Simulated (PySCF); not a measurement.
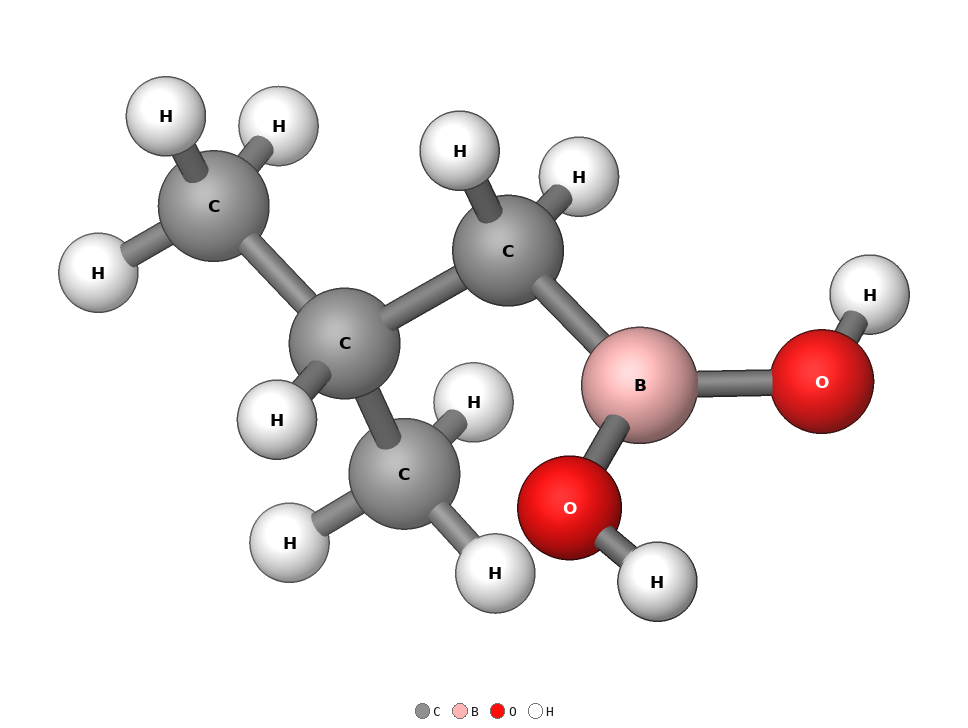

Rendered structure (ball-and-stick style).

The geometry was computed by an optimisation with GFN2-xTB. No frequency run is at hand to confirm it as a minimum.

Description:

The molecule is C₄H₁₁BO₂. Its SMILES string is `CC(C)CB(O)O`. It has no ring. The point group is C1. Coordination: 4 C tetrahedral; 1 B trigonal planar; 2 O bent.

More results for the same structure follow; atom numbers are the same in all pictures, views and colours differ.

**Polarisability**

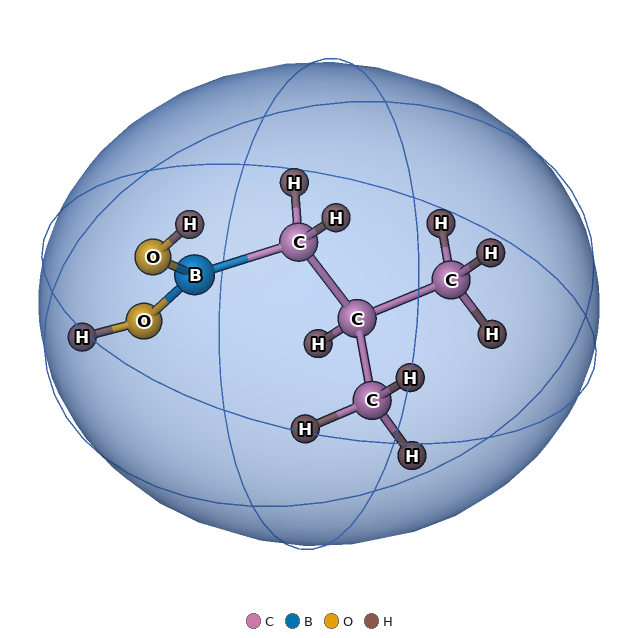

The ellipsoid shows the static dipole polarisability: its half-axes are proportional to the principal values. No frequency run is at hand to confirm it as a minimum. Method: PBE0/def2-SVPD (PySCF 2.14.0).

> How large and how anisotropic is the polarisability?

Principal values 65.6, 67.9, 79.9 bohr³; mean 71.1 bohr³ (10.54 Å³); anisotropy 13.3 bohr³, so the longest axis is 1.22 times the shortest.

**NMR shielding**

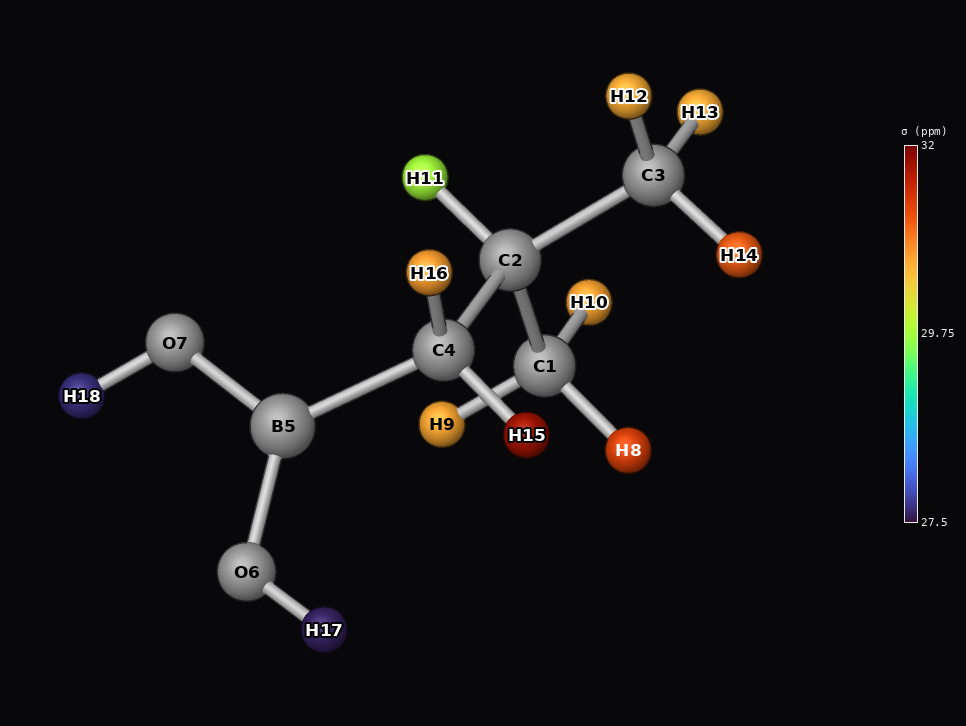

Atoms are coloured by their isotropic NMR shieldings (H only, the others grey). No frequency run is at hand to confirm it as a minimum. Properties computed with GIAO PBE0/pcSseg-1 NMR shielding, non-relativistic, gas phase (PySCF 2.14.0).

> Which H atom is the most shielded (lowest chemical shift)?

H15 (31.75 ppm).

> Which H atom is the least shielded (highest chemical shift)?

H17 (27.62 ppm).

> How wide is the range of H shifts?

4.13 ppm.

List the isotropic NMR shieldings of the H atoms.

```tsv
atom	σ (ppm)
H8	31.27
H9	30.63
H10	30.64
H11	29.76
H12	30.59
H13	30.59
H14	31.08
H15	31.75
H16	30.66
H17	27.62
H18	27.68
```

**Excitation**

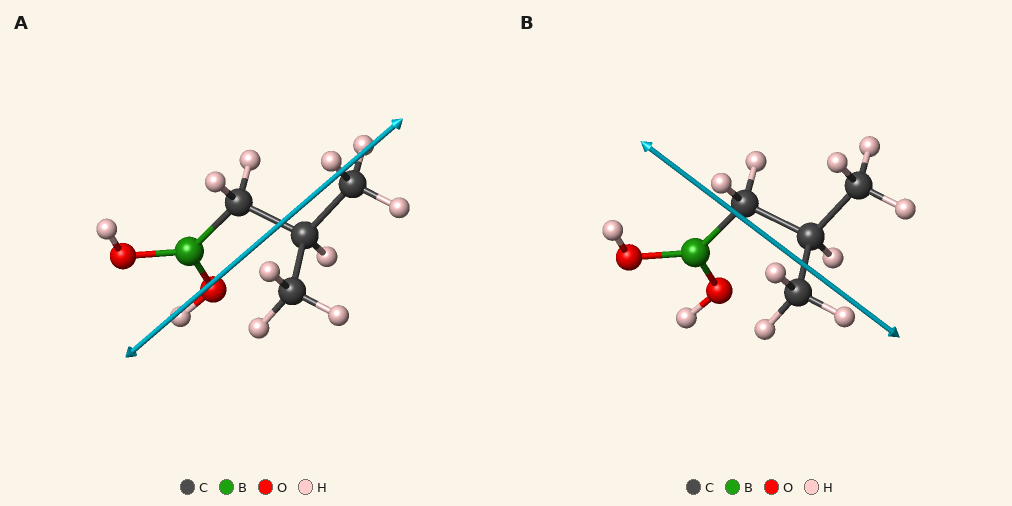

The double arrows show the directions of two transition dipoles from the ground state (lengths mean nothing). No frequency run is at hand to confirm it as a minimum. Method: TDDFT PBE0/def2-SVPD, vertical, gas phase, core orbitals frozen in the response (PySCF 2.14.0).

> One belongs to singlet state 1 and one to singlet state 3. Which is which?

A: state 1, 7.47 eV (166 nm), oscillator strength 0.053, mainly HOMO → LUMO (weight 0.97).
B: state 3, 8.15 eV (152 nm), oscillator strength 0.019, mainly HOMO−1 → LUMO (weight 0.69).

The geometry is semi-empirical. Around B such bond lengths and angles can be off by a tenth of an ångström or more and by several degrees, and values that hang on the shape move with them.
